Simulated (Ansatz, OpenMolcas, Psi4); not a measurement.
C3H9In (trimethylindium (TMIn)): methods side by side

C3H9In has 13 atoms, charge 0, and is taken as a singlet. SMILES: `[CH3][In]([CH3])[CH3]`. The coordinates come from a PBE0-D4/def2-TZVP relaxation.

Quantity: the vertical ionisation energy (to the doublet cation), in eV. The values are calculated.

| level | kind | program | value (eV) | less CCSD(T)/def2-SVP |
| --- | --- | --- | --- | --- |
| SVWN5/def2-SVP (core potential) | LDA | Ansatz | 8.89 | -0.04 |
| TPSS/def2-SVP (core potential) | meta-GGA | OpenMolcas | 8.63 | -0.30 |
| B3LYP/def2-SVP (core potential) | global hybrid | OpenMolcas | 8.85 | -0.08 |
| M06-2X/def2-SVP (core potential) | hybrid meta-GGA | OpenMolcas | 9.08 | +0.15 |
| CAM-B3LYP/def2-SVP (core potential) | range-separated hybrid | Ansatz | 9.04 | +0.11 |
| wB97X-V/def2-SVP (core potential) | range-separated hybrid | Psi4 | 9.14 | +0.21 |
| CCSD(T)/def2-SVP (core potential) | coupled cluster or CI | Ansatz | 8.93 | 0.00 |
| CCSD/def2-SVP (core potential) | coupled cluster or CI | Ansatz | 8.93 | 0.00 |

Differences are taken from CCSD(T)/def2-SVP (core potential) for orientation; it has basis-set and higher-order errors of its own. Spin-orbit coupling, which can split open shells on such heavy atoms by tenths of an eV, is left out. The values span 8.63 to 9.14 eV. Spin contamination of the reference (⟨S²⟩ at least 0.1 too high) touches CCSD(T)/def2-SVP, CCSD/def2-SVP. In the correlated wave-function rows the outer d shell of In is correlated, in sets not made for it.

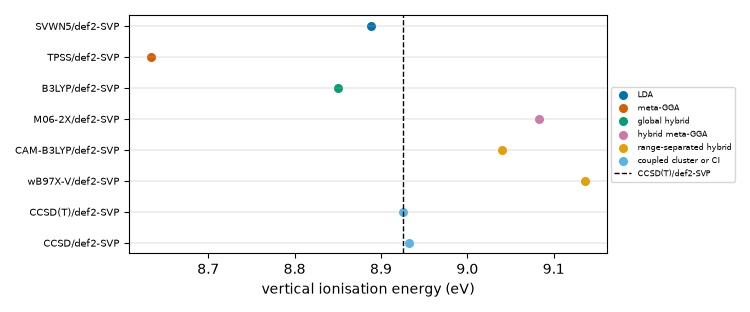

The values of the table, level by level.
